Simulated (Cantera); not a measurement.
Input: 1 mol SiCl₄, 10 mol H₂, at 608 Torr.

Cantera equilibrium calculation (NASA polynomials, part measured and part estimated; ideal gas, pure solids and liquids). Candidate condensed phases: Si; 19 gas species. The tables' values for SiCl₃, SiCl are old estimates; treat these amounts as uncertain. Gases not in the tables: Si₂H₆ and higher silanes. Kinetics and transport are ignored.

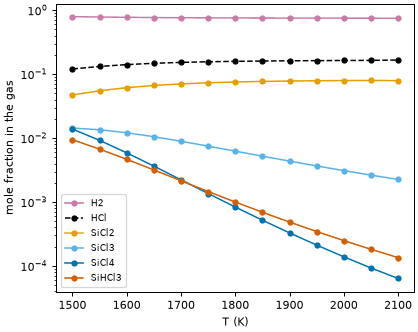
Fig. 1. Equilibrium gas composition (values under 1e-9 drawn at 1e-9)

**Question.** Read off the mole fractions at 1800 K.

**Answer.** H₂ about 0.76, HCl about 0.16, SiCl₂ about 0.075, SiCl₃ about 0.0062, SiHCl₃ about 0.00100, SiCl₄ about 0.00083.
